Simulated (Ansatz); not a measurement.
# InN2H5 (SMILES [NH2][InH][NH2]): HF/3-21G

Aim: the electronic atomisation energy of InN2H5 at HF/3-21G, from 4 runs. 

Program for the calculation: Ansatz 0.2.0.

53 further runs of the same task are left out: 53 set aside as unsound or not needed.

### Step 1. Starting point

The species is InN2H5 (8 atoms), meant as a singlet with charge 0. SMILES: `[NH2][InH][NH2]`. The shape is that of a PBE0-D4/def2-TZVP optimisation.

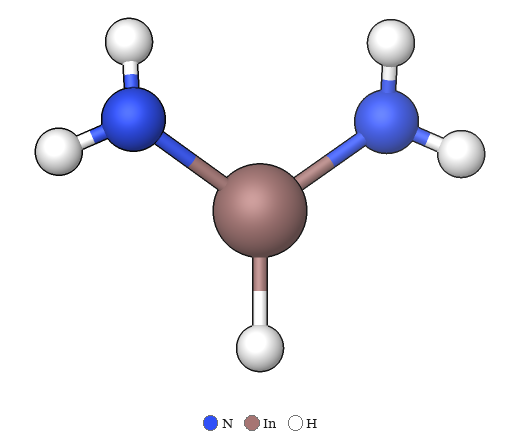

The structure, seen from a chosen angle (nitrogen blue, indium brown, hydrogen white).

### Step 2. A single-point energy at HF/3-21G

input.yaml reads:

```yaml
basis:
  gaussian:
    orbitals: 3-21G-spherical.json
crystal:
  periodic: [false, false, false]
  atoms:
    - {symbol: N, position_ang: [-0.969700, 0.858000, -1.127000]}
    - {symbol: In, position_ang: [0.248000, 0.564800, 0.455500]}
    - {symbol: "N", position_ang: [0.742700, -1.375200, 0.709600]}
    - {symbol: H, position_ang: [-1.482100, 0.076800, -1.506600]}
    - {symbol: H, position_ang: [-1.538200, 1.689200, -1.171800]}
    - {symbol: H, position_ang: [0.799000, 1.819200, 1.467500]}
    - {symbol: H, position_ang: [1.570900, -1.614700, 1.231800]}
    - {symbol: H, position_ang: [0.629500, -2.018100, -0.059000]}
hamiltonian:
  xc: hf
accuracy: high
output: {orbitals: {seedname: orbitals}}
```

The basis set 3-21G is read from a file made from the Basis Set Exchange's data (not shown).

The run is started by

```
$ ansatz run input.yaml --threads 1 --pin off --max-ram 3480MiB --events-out events.jsonl --progress --plain --runs-dir runs
```

Log:

```text
Warning: RAYON_NUM_THREADS=1 ignored (pool sized by the plan → 1); use --threads N
Functional definition: HF
  name "HF"
  exchange = exact_x
  correlation = 0
1295 factors; integrals over basis functions are off by at most 8.4e-9 eV
mean field evaluation 1: about -158527.8104 eV, gradient 4.2e1 eV
mean field evaluation 2: about -158528.0048 eV, gradient 4.2e1 eV
mean field evaluation 4: about -158531.6286 eV, gradient 1.8e0 eV
mean field evaluation 8: about -158531.6571 eV, gradient 1.1e-1 eV
mean field evaluation 16: about -158531.6572 eV, gradient 4.0e-8 eV
mean field -158531.65718867 eV, -5825.9309450669 hartree, gradient 4.0e-8 eV, S^2 0.000000; 0 other end points of the search recorded, 0 dependent functions left out
reference -158531.65718867 eV, -5825.9309450669 hartree; 34, 34 occupied and 25, 25 virtual orbitals, 1295 factors
Total energy: -158531.65718867 eV, -5825.9309450669 hartree
```

It took 2.2 s on 1 thread of Intel Xeon Platinum 8259CL at 2.50GHz (Skylake/Cascade Lake), shared host; peak memory 0.17 GiB.

### Step 3. The H atom

molecule.yaml reads:

```yaml
crystal:
  periodic: [false, false, false]
  atoms:
    - symbol: H
      position_ang: [0.000000, 0.000000, 0.000000]
basis:
  gaussian:
    orbitals: 3-21G.json
magnetization:
  spin_polarized: true
  initial_magnetization: 1
hamiltonian:
  xc: hf
accuracy: high
```

The basis set 3-21G is read from a file made from the Basis Set Exchange's data (not shown).

Run the same way, it converges to -0.49620 Eh (log not shown).

### Step 4. The In atom

input.yaml reads:

```yaml
crystal:
  periodic: [false, false, false]
  atoms:
    - {symbol: In, position_ang: [0.000000, 0.000000, 0.000000]}
basis:
  gaussian:
    orbitals: 3-21G-spherical.json
magnetization:
  spin_polarized: true
  initial_magnetization: 1
hamiltonian:
  xc: hf
accuracy: high
```

The basis set 3-21G is read from a file made from the Basis Set Exchange's data (not shown).

Run the same way, it converges to -5714.72276 Eh (log not shown).

### Step 5. The N atom, same level

run.yaml reads:

```yaml
crystal:
  periodic: [false, false, false]
  atoms:
    - symbol: N
      position_ang: [0.000000, 0.000000, 0.000000]
basis:
  gaussian:
    orbitals: 3-21G.json
magnetization:
  spin_polarized: true
  initial_magnetization: 3
hamiltonian:
  xc: hf
accuracy: high
```

The basis set 3-21G is read from a file made from the Basis Set Exchange's data (not shown).

The run is started by

```
$ ansatz run run.yaml --threads 1 --pin off --max-ram 3480MiB --events-out events.jsonl --progress --plain --runs-dir runs
```

Log:

```text
Warning: RAYON_NUM_THREADS=1 ignored (pool sized by the plan → 1); use --threads N
[... 4 set-up lines as earlier in the session ...]
42 factors; integrals over basis functions are off by at most 1.2e-8 eV
mean field evaluation 1: about -1472.2003 eV, gradient 4.6e0 eV
mean field evaluation 2: about -1472.2017 eV, gradient 4.6e0 eV
mean field evaluation 4: about -1472.2826 eV, gradient 9.3e-2 eV
mean field evaluation 8: about -1472.2827 eV, gradient 6.7e-6 eV
mean field -1472.28267610 eV, -54.1053903978 hartree, gradient 2.8e-8 eV, S^2 3.751604; 0 other end points of the search recorded, 0 dependent functions left out
reference -1472.28267610 eV, -54.1053903978 hartree; 5, 2 occupied and 4, 7 virtual orbitals, 42 factors
Total energy: -1472.28267610 eV, -54.1053903978 hartree
```

It took 0.04 s on 1 thread of Intel Xeon Platinum 8259CL at 2.50GHz (Skylake/Cascade Lake), shared host.

### Step 6. What came out

Level: HF/3-21G.

| quantity | value |
| --- | --- |
| molecule: total energy | -5825.93095 Eh |
| molecule: HOMO energy | -9.44 eV |
| molecule: LUMO energy | 2.42 eV |
| molecule: HOMO–LUMO gap | 11.86 eV |
| H atom: total energy | -0.49620 Eh |
| H atom: ⟨S²⟩ | 0.750 |
| In atom: total energy | -5714.72276 Eh |
| In atom: ⟨S²⟩ | 0.750 |
| N atom: total energy | -54.10539 Eh |
| N atom: ⟨S²⟩ | 3.752 |
| electronic atomisation energy | 14.052 eV |

In words: Taking the molecule apart into free atoms costs 14.05 eV (1356 kJ/mol), before zero-point energy and without spin-orbit coupling. Hartree–Fock lacks the correlation of the bonding pairs, which as a rule makes this value much too low; in minimal bases other errors can mask that. The basis has no polarisation functions, which makes bonds too weak. Relativity is left out (molecule) although the molecule holds a heavy atom. Relativity is left out (In atom) although the molecule holds a heavy atom.
